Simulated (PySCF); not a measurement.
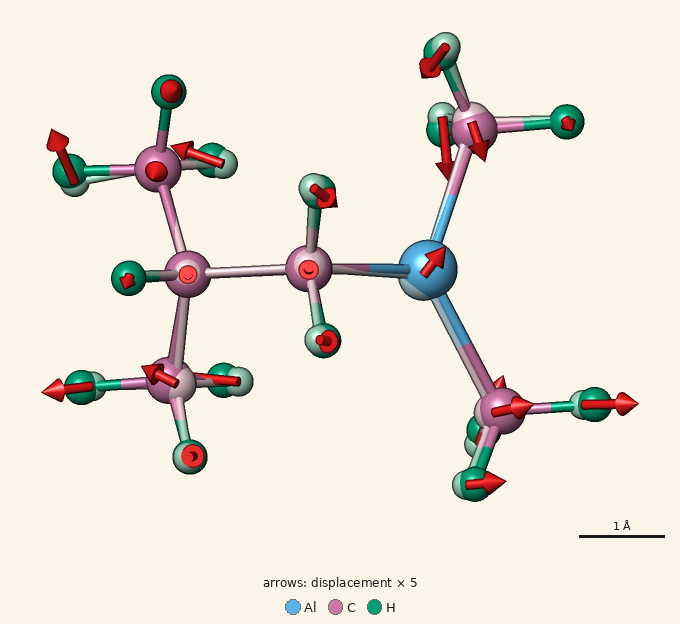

A relaxation of C6H15Al. The starting structure is drawn faded, the final one solid; red arrows show the displacements, magnified 5 times. The two geometries are superimposed by the best rigid fit.

The picture is a ball-and-stick view, seen at a tilt.

The start comes from GFN2-xTB. Its atoms were then displaced at random by about 0.03 Å.

All numbers below come from PySCF 2.14.0, density-fitted response routines, PBE0-D3(BJ)/def2-SVP geometry optimisation, gas phase. 

> Atoms of which element are displaced furthest, and by how much?

Hydrogen: up to 0.21 Å, against 0.12 Å for carbon.

> What happened in the run?

An H atom moves most after the best rigid fit: 0.21 Å. Largest moves by element: H 0.21 Å, C 0.12 Å, Al 0.09 Å. Some distances before and after: Al–C 2.112 → 1.965 Å, C–C 1.609 → 1.526 Å, C–H 1.042 → 1.107 Å, C–H 1.155 → 1.105 Å. Bond angles that change, for instance: Al–C–H 119.2° → 110.2°, H–C–H 114.6° → 107.9°, C–C–H 105.1° → 111.6°. Over 6 geometry steps the energy falls by 14.2 kcal/mol.
